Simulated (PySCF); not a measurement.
```xyz
18

C    -1.5602   -0.0658    1.0871
C    -1.0762    0.1619   -0.2561
C    -1.1760   -1.0212   -1.1993
O    -1.6460    1.3902   -0.8631
C    -0.4134    1.9336   -0.8617
C     0.2954    0.9166   -0.3174
B     1.7071    0.5945    0.1073
C     2.0426   -0.7343    0.8849
H    -1.5915   -1.0578    1.4895
H    -1.7701    0.7686    1.7262
H    -0.7966   -0.7483   -2.1813
H    -0.5840   -1.8429   -0.8064
H    -2.2133   -1.3337   -1.2943
H    -0.2316    2.9314   -1.2224
H     2.5587    1.3488   -0.1813
H     2.5494   -1.4299    0.2148
H     2.7315   -0.5627    1.7099
H     1.1657   -1.2427    1.2786
```

Geometry: GFN2-xTB.

The calculation used PySCF 2.14.0, density-fitted response routines, UKS B3LYP, pcH-1 on B C H O, non-relativistic, mean-field spin-orbit, GIAO.

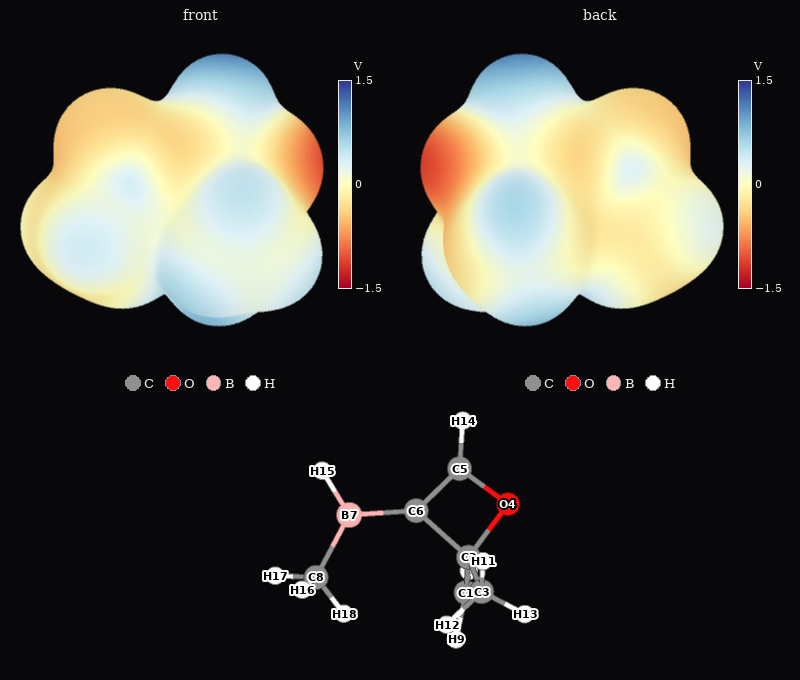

C6H10BO (doublet). The electrostatic potential painted on the density surface at 0.001 e/bohr³, seen from the front and from behind; the colour scale runs from red (negative) to blue (positive). The bare structure is drawn below in the same view.

> Where is the surface potential most negative and most positive?

The most negative region (about −1.1 V, or −25 kcal/mol for a unit charge) lies over O4, the most positive (about +1.1 V, or +25 kcal/mol for a unit charge) over H14. O4 is the likeliest acceptor of a hydrogen bond.
